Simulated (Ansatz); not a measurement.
# ClF₂H₄NOZr: what the fields show

Input

```
crystal:
  periodic: [false, false, false]
  atoms:
    - { symbol: Zr, position_ang: [-0.109836, -0.119279, 0.038019] }
    - { symbol: "N", position_ang: [-0.094506, -0.047244, 2.194636] }
    - { symbol: H, position_ang: [-0.934822, -0.194887, 2.768011] }
    - { symbol: H, position_ang: [0.721888, -0.351187, 2.741935] }
    - { symbol: F, position_ang: [1.67617, -0.267591, -0.61177] }
    - { symbol: Cl, position_ang: [-1.554751, 1.50484, -0.892929] }
    - { symbol: F, position_ang: [-0.955035, -1.760769, -0.43656] }
    - { symbol: O, position_ang: [1.25181, 2.549529, 1.31438] }
    - { symbol: H, position_ang: [2.164207, 2.331995, 1.581] }
    - { symbol: H, position_ang: [0.707976, 2.052093, 1.983478] }
basis:
  gaussian: { orbitals: def2-SVP }
hamiltonian:
  xc: pbe
relax:
  f_tol: 0.03
  max_steps: 50
output:
  orbitals: {}
```

Run with:

```sh
ansatz run input.yaml --threads 4 --pin off --max-ram 5120MiB --backend cpu --events-out ev --progress --plain --runs-dir out
```

The fields are those of the run's last geometry, not of the input's.

Core potentials replace the inner electrons of Zr.

All numbers below come from RKS PBE/def2-SVP in Ansatz 0.2.0.

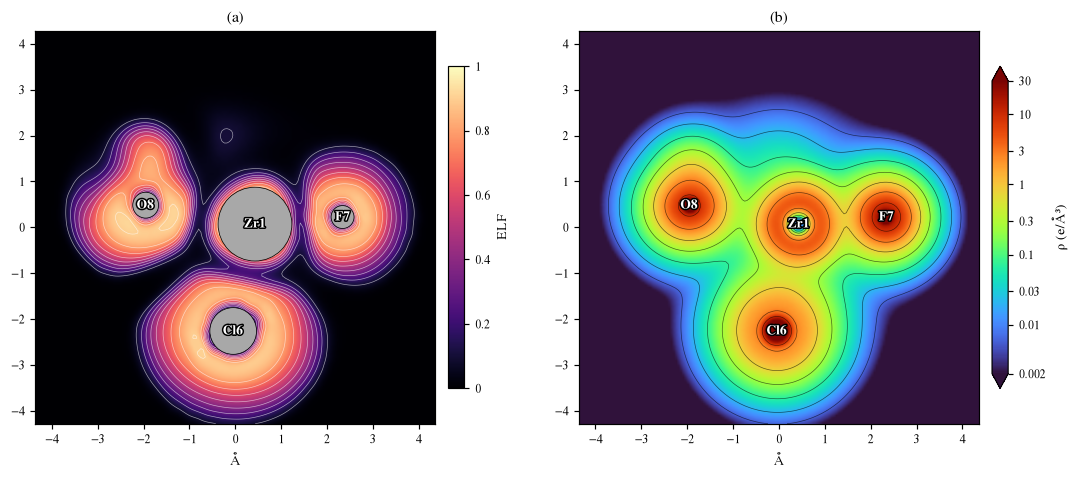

Figure 1. (a) electron localisation function; (b) electron density on the plane of atoms F7, Zr1 and O8. Grey discs cover the atomic cores in the ELF map.

**What does the map show?**

The plane passes through Zr, Cl, F and O nuclei. Zr–F (1.92 Å): the density is about 0.91 e/Å³ at the midpoint; the ELF peaks at about 0.85 in the valence shell of F, 0.5 Å from its nucleus, and drops to about 0.20 between the two atoms. Zr–Cl (2.38 Å): the density is about 0.54 e/Å³ at the midpoint; the ELF peaks at about 0.85 in the valence shell of Cl, 0.8 Å from its nucleus, and is about 0.30 at the midpoint. Zr–O (2.42 Å): ρ at the midpoint is about 0.3 e/Å³; the ELF is about 0.10 at the midpoint.

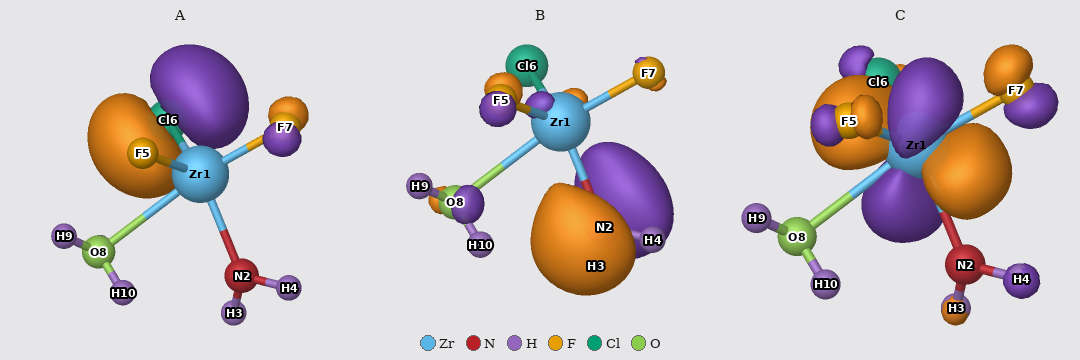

Figure 2. Three frontier orbitals at ±0.15 Å⁻³ᐟ² (orange and purple are the two phases), in no order.

**Which picture is the HOMO−1, the HOMO and the LUMO?**

A is the HOMO−1 (−7.46 eV). Its weight (Hirshfeld) is mainly on Cl6 (about 85 %); largely a lone pair of Cl6. B is the HOMO (−6.37 eV). By Hirshfeld shares it lies mainly on N2 (about 70 %) and Zr1 (about 15 %); largely a lone pair of N2. C is the LUMO (−1.97 eV). It lies mainly on Zr1 (about 70 %) and F7 (about 5 %).

**What is the HOMO–LUMO gap?**

4.40 eV between the orbital energies.

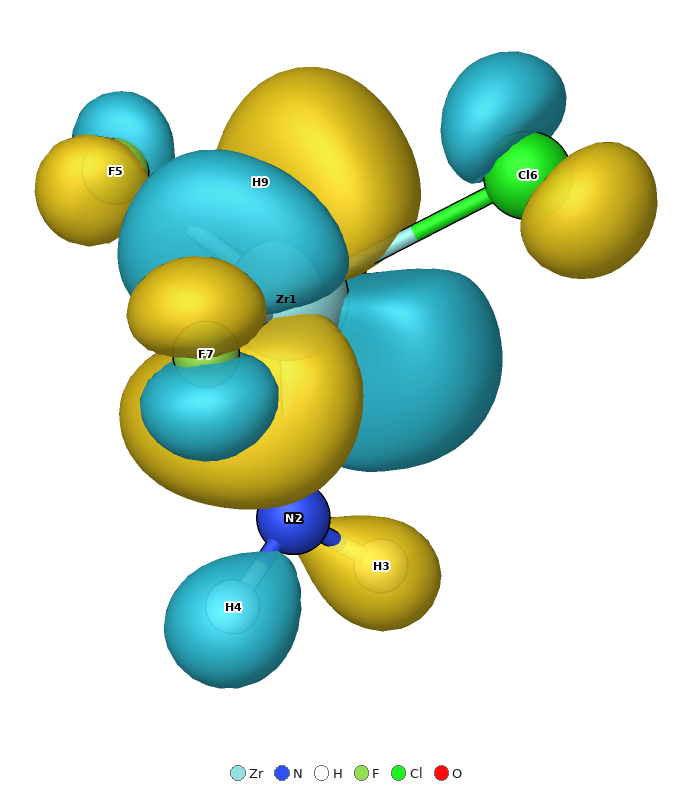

Figure 3. One frontier orbital at ±0.08 Å⁻³ᐟ² (yellow and cyan are the two phases), seen at an oblique angle.

**Which orbital is it: HOMO or LUMO?**

The LUMO, at −1.97 eV. By Hirshfeld shares it lies mainly on Zr1 (about 70 %) and F7 (about 5 %).
